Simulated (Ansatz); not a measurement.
# One shape, several levels: BH2Br (SMILES BBr)

Aim: a comparison of 6 runs (HF/STO-3G, UHF/STO-3G, B2PLYP/STO-3G, B3LYP/STO-3G, BHLYP/STO-3G, HSE06/STO-3G) of BH2Br. 

Program for the calculation: Ansatz 0.2.0.

61 further runs of the same task are left out: 2 that didn't finish, 59 set aside as unsound or not needed.

### 1 The structure to begin with

The species is BH2Br (4 atoms), meant as a singlet with charge 0. As SMILES, `BBr`. The H3–B1 distance was set to 2.971 Å, away from the relaxed value. At this shape a bond of the SMILES string is far longer than usual.

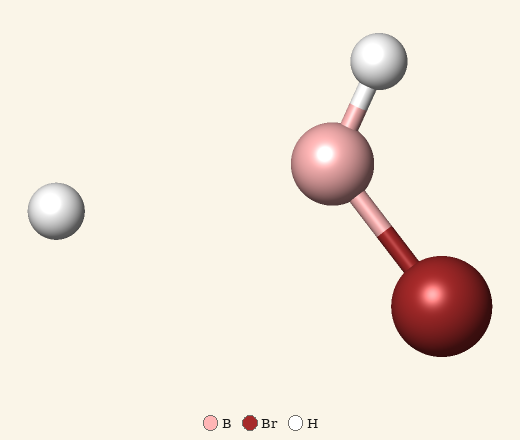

Viewed from a chosen angle; boron pink, bromine red, hydrogen white.

### 2 A single-point energy at HF/STO-3G (run 1)

run.yaml

```yaml
crystal:
  periodic: [false, false, false]
  atoms:
    - {symbol: B, position_ang: [1.282077, 0.988468, -0.529808]}
    - {symbol: Br, position_ang: [2.906077, 0.600068, 0.357892]}
    - {symbol: H, position_ang: [-1.111200, -0.617300, 0.191700]}
    - {symbol: H, position_ang: [1.286477, 1.858868, -1.338808]}
basis:
  gaussian: {orbitals: STO-3G}
hamiltonian: {xc: hf}
accuracy: high
```

Launch:

```sh
ansatz run run.yaml --threads 1 --pin off --max-ram 2610MiB --events-out events.jsonl --progress --plain --runs-dir runs
```

Log:

```text
Warning: RAYON_NUM_THREADS=1 ignored (pool sized by the plan → 1); use --threads N
Functional definition: HF
  name "HF"
  exchange = exact_x
  correlation = 0
340 factors; integrals over basis functions are off by at most 1.6e-8 eV
mean field evaluation 1: about -69922.1506 eV, gradient 2.4e1 eV
mean field evaluation 2: about -69922.1664 eV, gradient 2.4e1 eV
mean field evaluation 4: about -69929.0897 eV, gradient 2.2e0 eV
mean field evaluation 8: about -69929.1326 eV, gradient 5.3e-5 eV
mean field -69929.12573515 eV, -2569.8479711030 hartree, gradient 5.3e-8 eV, S^2 0.000000; 0 other end points of the search recorded, 0 dependent functions left out
reference -69929.12573515 eV, -2569.8479711030 hartree; 21, 21 occupied and 4, 4 virtual orbitals, 340 factors
Total energy: -69929.12573515 eV, -2569.8479711030 hartree
```

It took 0.16 s on 1 thread of Arm Neoverse V2, shared host.

### 3 The energy at UHF/STO-3G (run 2)

job.yaml

```yaml
crystal:
  periodic: [false, false, false]
  atoms:
    - {symbol: B, position_ang: [1.282077, 0.988468, -0.529808]}
    - {symbol: Br, position_ang: [2.906077, 0.600068, 0.357892]}
    - {symbol: H, position_ang: [-1.111200, -0.617300, 0.191700]}
    - {symbol: H, position_ang: [1.286477, 1.858868, -1.338808]}
basis:
  gaussian:
    orbitals: STO-3G
magnetization:
  spin_polarized: true
  initial_magnetization: 0
hamiltonian:
  xc: hf
accuracy: high
```

Launch:

```sh
ansatz run job.yaml --threads 1 --pin off --max-ram 2610MiB --events-out events.jsonl --progress --plain --runs-dir runs
```

Log:

```text
Warning: RAYON_NUM_THREADS=1 ignored (pool sized by the plan → 1); use --threads N
[... 4 set-up lines as earlier in the session ...]
340 factors; integrals over basis functions are off by at most 1.6e-8 eV
mean field evaluation 1: about -69922.1506 eV, gradient 1.7e1 eV
mean field evaluation 2: about -69922.1664 eV, gradient 1.7e1 eV
mean field evaluation 4: about -69929.0897 eV, gradient 1.6e0 eV
mean field evaluation 8: about -69929.1326 eV, gradient 4.4e-5 eV
mean field evaluation 16: about -69933.3974 eV, gradient 5.2e0 eV
mean field evaluation 32: about -69933.6879 eV, gradient 4.3e0 eV
mean field evaluation 64: about -69929.6214 eV, gradient 9.5e0 eV
mean field -69934.04658666 eV, -2570.0288090604 hartree, gradient 8.4e-8 eV, S^2 0.988369; 2 other end points of the search recorded, 0 dependent functions left out
reference -69934.04658666 eV, -2570.0288090604 hartree; 21, 21 occupied and 4, 4 virtual orbitals, 340 factors
Total energy: -69934.04658666 eV, -2570.0288090604 hartree
```

Run time: 0.38 s. Hardware: 1 thread of Arm Neoverse V2, shared host.

### 4 The energy at B2PLYP/STO-3G (run 3)

input.yaml

```yaml
crystal:
  periodic: [false, false, false]
  atoms:
    - {symbol: B, position_ang: [1.282077, 0.988468, -0.529808]}
    - {symbol: Br, position_ang: [2.906077, 0.600068, 0.357892]}
    - {symbol: H, position_ang: [-1.111200, -0.617300, 0.191700]}
    - {symbol: H, position_ang: [1.286477, 1.858868, -1.338808]}
basis:
  gaussian: {orbitals: STO-3G}
hamiltonian: {xc: {name: B2PLYP}}
correlation: {frozen_orbitals: {B: 1, Br: 9, H: 0}}
accuracy: high
```

Launch:

```sh
ansatz run input.yaml --threads 1 --pin off --max-ram 2610MiB --events-out events.jsonl --progress --plain --runs-dir runs
```

Log, cut to the lines that bear on the results:

```text
Warning: RAYON_NUM_THREADS=1 ignored (pool sized by the plan → 1); use --threads N
Functional definition: B2PLYP
  name "B2PLYP"
[...]
340 factors; integrals over basis functions are off by at most 1.6e-8 eV
[...]
mean field -69961.73434375 eV, -2571.0463153661 hartree, gradient 7.3e-9 eV, S^2 0.000000; 0 other end points of the search recorded, 0 dependent functions left out; unrestricted orbitals would lower it
10 core orbitals not correlated: weight in the atoms' cores, before any rotation towards them, 1.000 or more for the frozen orbitals, at most 0.000 for the correlated occupied ones
reference -69961.73436119 eV, -2571.0463160071 hartree; 11, 11 occupied and 4, 4 virtual orbitals, 340 factors
second order -6.47305755 eV of doubles, -0.00000000 eV of singles
Total energy: -69963.48208673 eV, -2571.1105437360 hartree
```

It took 1.4 s on 1 thread of Arm Neoverse V2, shared host; peak memory 0.094 GiB.

Runs 4 to 5 aren't shown in full; the table further down has their settings and results.

### 5 A single-point energy at HSE06/STO-3G (run 6)

in.yaml

```yaml
crystal:
  periodic: [false, false, false]
  atoms:
    - {symbol: B, position_ang: [1.282077, 0.988468, -0.529808]}
    - {symbol: Br, position_ang: [2.906077, 0.600068, 0.357892]}
    - {symbol: H, position_ang: [-1.111200, -0.617300, 0.191700]}
    - {symbol: H, position_ang: [1.286477, 1.858868, -1.338808]}
basis:
  gaussian: {orbitals: STO-3G}
hamiltonian: {xc: hse06}
accuracy: high
```

Launch:

```sh
ansatz run in.yaml --threads 1 --pin off --max-ram 2610MiB --events-out events.jsonl --progress --plain --runs-dir runs
```

Log:

```text
Warning: RAYON_NUM_THREADS=1 ignored (pool sized by the plan → 1); use --threads N
Functional definition: HSE06
  name "HSE06"
  parameter a = 0.25
  parameter omega = 0.11/bohr
  exchange = pbe_x - a*pbe_x_sr(omega) + a*exact_x_sr(omega)
  correlation = pbe_c
340 factors; integrals over basis functions are off by at most 1.6e-8 eV
53 factors; integrals over basis functions are off by at most 9.0e-10 eV
mean field evaluation 1: about -69959.0509 eV, gradient 2.3e1 eV
mean field evaluation 2: about -69943.2646 eV, gradient 5.8e1 eV
mean field evaluation 4: about -69959.4109 eV, gradient 2.0e1 eV
mean field evaluation 8: about -69960.5014 eV, gradient 2.1e1 eV
mean field evaluation 16: about -69966.2278 eV, gradient 1.6e-8 eV
mean field -69966.22783652 eV, -2571.2114481797 hartree, gradient 1.6e-8 eV, S^2 0.000000; 0 other end points of the search recorded, 0 dependent functions left out
reference -69966.22783826 eV, -2571.2114482435 hartree; 21, 21 occupied and 4, 4 virtual orbitals, 340 factors
Total energy: -69966.22783826 eV, -2571.2114482435 hartree
```

It took 1.4 s on 1 thread of Arm Neoverse V2, shared host; peak memory 0.09 GiB.

### 6 All runs side by side

```
run          level  frozen core orbitals   energy (Eh)  wall time
  1      HF/STO-3G                     –  -2569.847971     0.16 s
  2     UHF/STO-3G                     –  -2570.028809     0.38 s
  3  B2PLYP/STO-3G                    10  -2571.110544      1.4 s
  4   B3LYP/STO-3G                     –  -2571.474330      1.2 s
  5   BHLYP/STO-3G                     –  -2571.543280     0.96 s
  6   HSE06/STO-3G                     –  -2571.211448      1.4 s
```

### 7 Summary of results

```
           quantity           value
run 6: total energy  -2571.21145 Eh
```

Totals of different functionals can't be ranked against each other. In run 3 the log says that unrestricted orbitals would lower the reference, so the values rest on an unstable closed-shell determinant (other closed-shell runs at this shape may share the fault). In runs 1, 2, 3, 4, 5, 6 the basis is minimal, so the values are rough. Spin contamination of the reference: run 2 ⟨S²⟩ = 0.99. Where it is this large, the reference is a mixture of spin states, and values that rest on it are in doubt. All runs together took 5.4 s, the longest 1.4 s.
